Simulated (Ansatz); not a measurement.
# C₂H₅FSZn (SMILES [CH3][Zn][CH](F)S): what the fields show

The calculation's input:

```
crystal:
  periodic: [false, false, false]
  atoms:
    - { symbol: C, position_ang: [-0.48494, 0.29692, 2.07834] }
    - { symbol: Zn, position_ang: [0.56963, -0.41284, 0.50128] }
    - { symbol: C, position_ang: [0.54953, -0.75461, -1.53411] }
    - { symbol: F, position_ang: [-0.86452, -0.90044, -1.40583] }
    - { symbol: S, position_ang: [0.89874, 0.54806, -2.73336] }
    - { symbol: H, position_ang: [0.01441, 0.19472, 3.03352] }
    - { symbol: H, position_ang: [-0.69792, 1.35021, 1.91785] }
    - { symbol: H, position_ang: [-1.42908, -0.23743, 2.127] }
    - { symbol: H, position_ang: [0.8823, -1.67472, -2.01743] }
    - { symbol: H, position_ang: [0.56184, 1.59014, -1.96726] }
basis:
  gaussian: { orbitals: def2-SVP }
hamiltonian:
  xc: revpbe
  dispersion: d4
relax:
  f_tol: 0.015
  max_steps: 40
output:
  orbitals: {}
```

Launched as:

```sh
ansatz run input.yaml --threads 2 --pin off --max-ram 3072MiB --backend cpu --events-out ev --progress --plain --runs-dir out
```

The fields are those of the relaxed geometry.

All numbers below come from RKS revPBE-D4/def2-SVP (Ansatz 0.2.0).

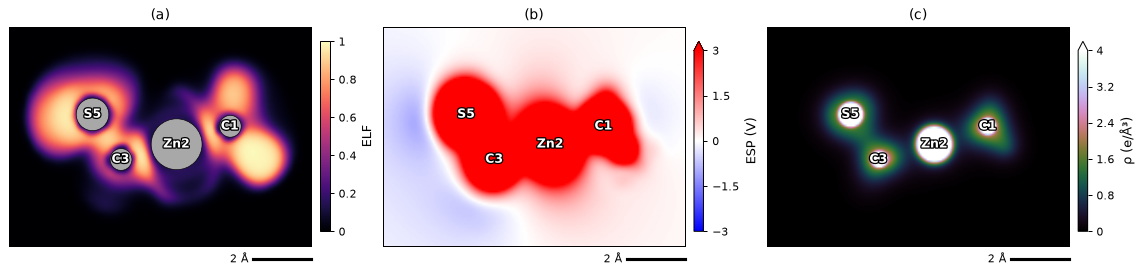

Figure 1. (a) ELF; (b) molecular electrostatic potential; (c) electron density on the plane of atoms Zn2, C3 and S5. Grey discs cover the atomic cores in the ELF map.

### What does the map show?

The section cuts through C, Zn and S sites. C–S (1.84 Å): ρ is about 1.2 e/Å³ halfway; the ELF peaks at about 0.90 between the atoms, as expected for localised, covalent bonding. C–Zn (1.95 Å): ρ is about 0.72 e/Å³ halfway; the ELF peaks at about 0.90 in the valence shell of C, 0.7 Å from its nucleus, and is about 0.45 at the midpoint. The ELF also peaks beside S5, away from the bonds: lone-pair regions. Outside the dense part of the molecule the potential is most negative (−1.0 V) near S5.

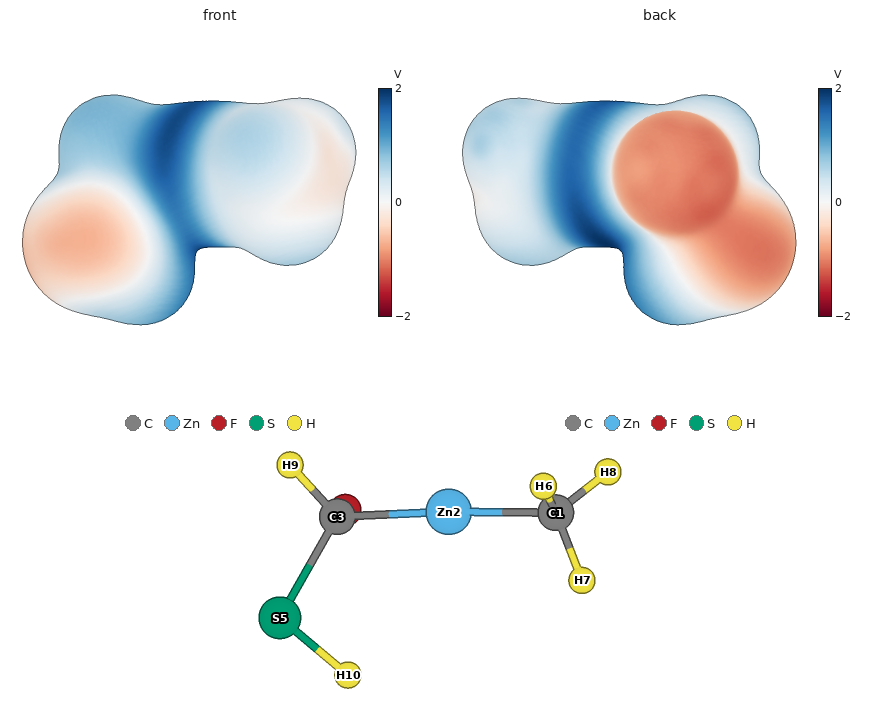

Figure 2. The electrostatic potential painted on the density surface at 0.002 e/bohr³, seen from the front and from behind; the colour scale runs from red (negative) to blue (positive). The bare structure is drawn below in the same view.

### Where is the surface potential most negative and most positive?

The most negative region (about −1.1 V) lies over F4, the most positive (about +1.9 V) over Zn2.

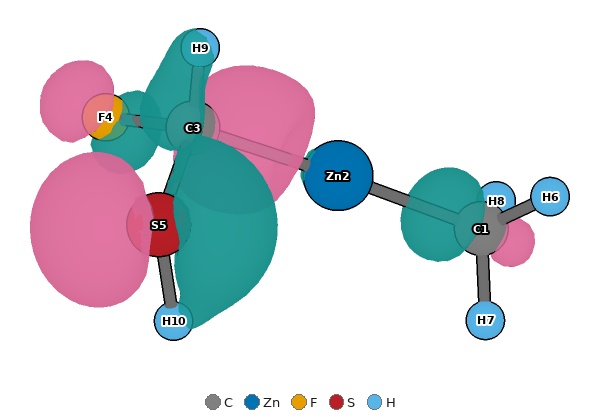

Figure 3. The HOMO at ±0.15 Å⁻³ᐟ² (teal and pink are the two phases), seen at a tilt.

### Describe this orbital and give its energy.

By Hirshfeld shares it lies mainly on S5 (about 45 %), C3 (about 20 %), Zn2 (about 10 %), F4 (about 10 %) and C1 (about 5 %). Its energy is −5.40 eV.
